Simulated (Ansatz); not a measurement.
## Geometry relaxation, with input and output: CH6AsBOSi (part 2 of 2)

The same run, continued: CH6AsBOSi; RKS PBE-D4/def2-SVP (Ansatz 0.2.0). The geometry: force-field start.

Geometry of the input (Å):
```
O  -2.1559  0.0872  0.8795
Si -0.7887  0.6554  0.0590
C  0.6974  -0.0685  0.7999
B  1.3491  -1.1430  -0.2765
As -0.2468  -0.7230  -1.6500
H  -2.9407  0.3653  0.2408
H  -0.6984  2.0980  -0.2385
H  1.5313  0.7352  0.9739
H  0.4861  -0.5595  1.8113
H  2.2075  -1.8791  -0.2779
H  0.6245  0.3751  -2.3010
```

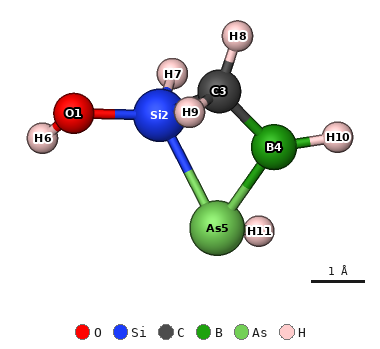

The geometry at step 12 of the log (ball-and-stick view, seen at a tilt; atoms are numbered from 1 in the order of the input).

**Trajectory as extended XYZ, continued**
```
11
Properties=species:S:1:pos:R:3:forces:R:3 step=5 energy=-72547.07228
O    -2.1790    0.2139    0.8542    0.0254  -0.0922   0.0289
Si   -0.7695    0.6200    0.0243   -0.0130   0.1247  -0.0223
C     0.7284   -0.0962    0.9201   -0.0157  -0.0274   0.1222
B     1.1864   -1.0004   -0.2880    0.0587   0.0017  -0.1044
As   -0.2032   -0.8197   -1.8248   -0.0116  -0.0096   0.0204
H    -3.0276    0.3807    0.4086    0.0434   0.0357  -0.0647
H    -0.7352    2.1083   -0.2523    0.0305  -0.0110   0.0065
H     1.5258    0.6482    1.1547   -0.0082  -0.0290   0.0055
H     0.5545   -0.6447    1.8740   -0.0470   0.0229  -0.0101
H     2.2128   -1.6543   -0.3635    0.0185   0.0448  -0.0034
H     0.7719    0.1874   -2.4868   -0.0808  -0.0605   0.0214
11
Properties=species:S:1:pos:R:3:forces:R:3 step=6 energy=-72547.09196
O    -2.1746    0.2299    0.8373   -0.0593   0.0474   0.0113
Si   -0.7527    0.6249    0.0225   -0.0274  -0.2966   0.1203
C     0.7076   -0.1382    0.9473    0.2408   0.2256  -0.0779
B     1.2215   -0.9688   -0.2979   -0.1795  -0.1030   0.0722
As   -0.2319   -0.8895   -1.7827    0.0855   0.1709   0.0967
H    -3.0017    0.4484    0.3725    0.0030  -0.0014  -0.0158
H    -0.6849    2.1089   -0.2502    0.0518   0.0102  -0.0488
H     1.5159    0.5817    1.2207   -0.0277   0.0021   0.0777
H     0.4837   -0.6860    1.8887   -0.0758  -0.0708  -0.0553
H     2.3184   -1.4921   -0.4140   -0.0254   0.0781  -0.0499
H     0.6641    0.1238   -2.5238    0.0140  -0.0625  -0.1306
11
Properties=species:S:1:pos:R:3:forces:R:3 step=7 energy=-72547.11946
O    -2.1865    0.2591    0.8365   -0.1113   0.0942  -0.0400
Si   -0.7452    0.6230    0.0421    0.0951  -0.3076   0.0579
C     0.6960   -0.1670    0.9812    0.3422   0.2024   0.0109
B     1.2382   -0.9434   -0.2920    0.1130  -0.0363  -0.1204
As   -0.2438   -0.9201   -1.7447    0.2083   0.2102   0.0521
H    -3.0005    0.5049    0.3580    0.0729  -0.0351   0.0314
H    -0.6362    2.1005   -0.2502    0.0419  -0.0110  -0.0248
H     1.5056    0.5318    1.3104   -0.1436  -0.0450   0.0544
H     0.4234   -0.7416    1.8951   -0.0767  -0.0598  -0.1249
H     2.4030   -1.3242   -0.4817   -0.4314   0.1505   0.0707
H     0.6114    0.0200   -2.6342   -0.1103  -0.1625   0.0327
11
Properties=species:S:1:pos:R:3:forces:R:3 step=8 energy=-72547.14144
O    -2.1895    0.2908    0.8385   -0.1519   0.1048  -0.0750
Si   -0.7302    0.6201    0.0632    0.1180  -0.1257   0.0138
C     0.6975   -0.1801    1.0133    0.3876   0.2121   0.1262
B     1.2620   -0.8798   -0.3003    0.3324  -0.2436  -0.1071
As   -0.2524   -0.9401   -1.7087    0.4238   0.2703  -0.1035
H    -2.9944    0.5411    0.3435    0.1425  -0.0556   0.0653
H    -0.5812    2.0906   -0.2481    0.0181  -0.0324  -0.0064
H     1.4835    0.5091    1.4284   -0.3096  -0.1951  -0.0414
H     0.3688   -0.8184    1.8733    0.0159   0.0442  -0.3082
H     2.4552   -1.1968   -0.5228   -0.6925   0.2671   0.1170
H     0.5462   -0.0934   -2.7599   -0.2844  -0.2461   0.3192
11
Properties=species:S:1:pos:R:3:forces:R:3 step=9 energy=-72547.17160
O    -2.1855    0.3241    0.8354   -0.0234   0.0486   0.0167
Si   -0.7138    0.6106    0.0667    0.0275  -0.0832  -0.0062
C     0.7022   -0.1928    1.0273    0.3585   0.0901   0.2769
B     1.2696   -0.8761   -0.2949    0.4173   0.1225  -0.1665
As   -0.2504   -0.9698   -1.6846    0.2741   0.1816  -0.1211
H    -2.9819    0.5662    0.3286    0.0383  -0.0171  -0.0107
H    -0.5402    2.0741   -0.2628    0.0355  -0.0464  -0.0112
H     1.4636    0.4943    1.4927   -0.3182  -0.3096  -0.1137
H     0.3409   -0.8684    1.8493    0.0243   0.1526  -0.3470
H     2.4752   -1.0828   -0.5514   -0.6372   0.1048   0.1352
H     0.4858   -0.1363   -2.7856   -0.1966  -0.2438   0.3474
11
Properties=species:S:1:pos:R:3:forces:R:3 step=10 energy=-72547.22739
O    -2.1784    0.3960    0.8500    0.2225  -0.0315   0.0786
Si   -0.6941    0.5980    0.0716   -0.1481   0.0842   0.0416
C     0.7100   -0.2079    1.0388    0.3787   0.0209   0.5059
B     1.2967   -0.7964   -0.3206    0.2400  -0.0441   0.1593
As   -0.2606   -1.0300   -1.6337    0.2162   0.0111  -0.0591
H    -2.9618    0.6091    0.3184   -0.1306   0.0360  -0.1181
H    -0.4722    2.0459   -0.2984    0.0296  -0.0820  -0.0119
H     1.4175    0.4534    1.6206   -0.3854  -0.4479  -0.2510
H     0.2883   -0.9793    1.7569    0.1590   0.4091  -0.5096
H     2.4985   -0.8957   -0.6023   -0.4541   0.0951   0.0347
H     0.4215   -0.2500   -2.7809   -0.1278  -0.0510   0.1297
11
Properties=species:S:1:pos:R:3:forces:R:3 step=11 energy=-72547.26202
O    -2.1657    0.4528    0.8495    0.2516   0.0243   0.0340
Si   -0.6683    0.5860    0.0736   -0.2938   0.0161  -0.0543
C     0.7203   -0.2213    1.0587    0.4254  -0.2696   0.7012
B     1.3234   -0.7612   -0.3123    0.1522   0.2006   0.1592
As   -0.2470   -1.1040   -1.5785   -0.0162  -0.0033   0.0495
H    -2.9356    0.6366    0.2846   -0.0532   0.0100  -0.0663
H    -0.3990    2.0089   -0.3587   -0.0039  -0.1038   0.0226
H     1.3955    0.3893    1.7310   -0.4350  -0.4675  -0.3950
H     0.2302   -1.0438    1.6850    0.2762   0.6173  -0.5419
H     2.5060   -0.7100   -0.6565   -0.3438  -0.0093   0.1044
H     0.3056   -0.2904   -2.7559    0.0405  -0.0149  -0.0134
11
Properties=species:S:1:pos:R:3:forces:R:3 step=12 energy=-72547.28691
O    -2.1493    0.4963    0.8855    0.1368  -0.0091  -0.1417
Si   -0.6695    0.5822    0.0693   -0.1441   0.1149   0.0017
C     0.7187   -0.2273    1.0591    0.3578  -0.2722   0.5530
B     1.3281   -0.7201   -0.3180    0.1919   0.0868   0.2138
As   -0.2393   -1.1306   -1.5595    0.0124  -0.0449  -0.0424
H    -2.9284    0.6545    0.3207    0.0249  -0.0052   0.0214
H    -0.3803    1.9886   -0.3949   -0.0356  -0.0673   0.0258
H     1.3746    0.3322    1.7838   -0.3868  -0.3165  -0.3747
H     0.1847   -1.0664    1.6137    0.2629   0.5107  -0.3916
H     2.5028   -0.6080   -0.6750   -0.3564  -0.0217   0.0937
H     0.3232   -0.3584   -2.7642   -0.0638   0.0244   0.0410
11
Properties=species:S:1:pos:R:3:forces:R:3 step=13 energy=-72547.30958
O    -2.1236    0.4958    0.8768    0.0157   0.0694  -0.1149
Si   -0.6455    0.5941    0.0621   -0.2088  -0.0799   0.0064
C     0.7355   -0.2267    1.0638    0.2157  -0.1490   0.3679
B     1.3349   -0.6958   -0.3089    0.1452  -0.0428   0.1131
As   -0.2435   -1.1689   -1.5232    0.0520   0.1476  -0.1372
H    -2.9023    0.6485    0.3064    0.1054  -0.0284   0.0783
H    -0.3713    1.9959   -0.4105   -0.0020  -0.0232  -0.0045
H     1.3685    0.2826    1.8296   -0.2223  -0.1427  -0.2500
H     0.1454   -1.0577    1.5483    0.1496   0.2994  -0.1673
H     2.4913   -0.5510   -0.6856   -0.2035   0.0086   0.0452
H     0.2761   -0.3737   -2.7381   -0.0471  -0.0590   0.0631
11
Properties=species:S:1:pos:R:3:forces:R:3 step=14 energy=-72547.26849 accepted=F
O    -2.1100    0.5162    0.9006    0.1260  -0.1410   0.1399
Si   -0.6342    0.5535    0.0880    0.0595   0.4169  -0.5430
C     0.7804   -0.2598    1.0756   -0.5372   0.0973  -0.0827
B     1.3445   -0.7114   -0.3072   -0.2718  -0.0948   0.0021
As   -0.2635   -1.1449   -1.5671    0.3309  -0.1792   0.4216
H    -2.8886    0.6294    0.3267    0.0094  -0.0086  -0.0263
H    -0.3710    1.9405   -0.4347    0.0178   0.0141   0.0814
H     1.3586    0.2919    1.8384    0.0822  -0.1486  -0.0100
H     0.0698   -0.9863    1.5465    0.2647  -0.1192   0.0574
H     2.4849   -0.5222   -0.6856   -0.0513   0.0031  -0.0551
H     0.2943   -0.3637   -2.7607   -0.0302   0.1600   0.0149
11
Properties=species:S:1:pos:R:3:forces:R:3 step=15 energy=-72547.31887
O    -2.0998    0.5099    0.8936   -0.0343  -0.0036  -0.0897
Si   -0.6405    0.5834    0.0495   -0.0253  -0.0147  -0.0130
C     0.7416   -0.2357    1.0654   -0.0094  -0.1322   0.1185
B     1.3326   -0.7208   -0.2920   -0.0203   0.1840  -0.0946
As   -0.2362   -1.1688   -1.5400   -0.0313  -0.0223  -0.0006
H    -2.8886    0.6341    0.3321    0.0564  -0.0145   0.0557
H    -0.3699    1.9807   -0.4321    0.0176   0.0068  -0.0114
H     1.3574    0.2714    1.8302    0.0026  -0.0008  -0.0304
H     0.1148   -1.0299    1.5402   -0.0043   0.0563   0.0163
H     2.4628   -0.5175   -0.6871    0.0470  -0.0575   0.0041
H     0.2912   -0.3638   -2.7394    0.0012  -0.0015   0.0450
11
Properties=species:S:1:pos:R:3:forces:R:3 step=16 energy=-72547.31900
O    -2.0975    0.4991    0.8897   -0.0153   0.0121  -0.0546
Si   -0.6410    0.5670    0.0421   -0.0335  -0.0326   0.0739
C     0.7413   -0.2408    1.0688   -0.0022  -0.1199   0.0168
B     1.3227   -0.7166   -0.2962    0.0657   0.0818   0.0563
As   -0.2349   -1.1767   -1.5434   -0.0565  -0.0076  -0.1238
H    -2.8854    0.6420    0.3331    0.0138  -0.0160   0.0288
H    -0.3516    1.9514   -0.4421   -0.0100   0.1445  -0.0550
H     1.3642    0.2745    1.8202    0.0138   0.0243   0.0054
H     0.1043   -1.0148    1.5596    0.0018  -0.0045   0.0016
H     2.4523   -0.5079   -0.6892    0.0439  -0.0237  -0.0121
H     0.2909   -0.3340   -2.7222   -0.0215  -0.0584   0.0627
11
Properties=species:S:1:pos:R:3:forces:R:3 step=17 energy=-72547.32200
O    -2.0998    0.5030    0.8896    0.0004   0.0009  -0.0220
Si   -0.6404    0.5806    0.0481   -0.0128  -0.0017  -0.0030
C     0.7440   -0.2399    1.0679   -0.0341  -0.0006  -0.0155
B     1.3290   -0.7108   -0.2976   -0.0045  -0.0206   0.0062
As   -0.2413   -1.1672   -1.5429    0.0100   0.0019   0.0162
H    -2.8882    0.6278    0.3301    0.0071  -0.0084   0.0145
H    -0.3683    1.9762   -0.4378    0.0077   0.0135  -0.0008
H     1.3629    0.2744    1.8232    0.0270   0.0112   0.0144
H     0.1103   -1.0198    1.5522   -0.0085  -0.0089   0.0065
H     2.4671   -0.5338   -0.6842    0.0113   0.0069  -0.0131
H     0.2900   -0.3473   -2.7280   -0.0036   0.0058  -0.0034
11
Properties=species:S:1:pos:R:3:forces:R:3 step=18 energy=-72547.32216
O    -2.1003    0.5026    0.8874    0.0074   0.0052  -0.0122
Si   -0.6400    0.5820    0.0480   -0.0081  -0.0020  -0.0064
C     0.7433   -0.2394    1.0683   -0.0027  -0.0060   0.0015
B     1.3294   -0.7131   -0.2966   -0.0059   0.0066   0.0019
As   -0.2410   -1.1666   -1.5416   -0.0040   0.0023   0.0053
H    -2.8887    0.6233    0.3273    0.0016  -0.0072   0.0080
H    -0.3659    1.9787   -0.4362    0.0028   0.0004   0.0020
H     1.3653    0.2749    1.8223    0.0054  -0.0003  -0.0001
H     0.1095   -1.0185    1.5546   -0.0006   0.0003   0.0017
H     2.4673   -0.5354   -0.6856    0.0009   0.0005   0.0008
H     0.2866   -0.3454   -2.7275    0.0033   0.0000  -0.0023
```

**Summary**

| quantity | value |
| --- | --- |
| outcome | converged |
| total energy | −72547.3222 eV |
| mean-field energy | −72547.0253 eV |
| dispersion energy | −0.2969 eV |
| SCF solution under orbital rotations | stable |
| largest force (length of the vector) at the end | 0.015 eV/Å |
| dipole moment | 1.24 D |
| hardware | 4 threads of Arm Neoverse V2, 23 GiB of memory available, shared host |
| wall time | 26 s (CPU time 93 s) |
| peak memory | 0.19 GiB |
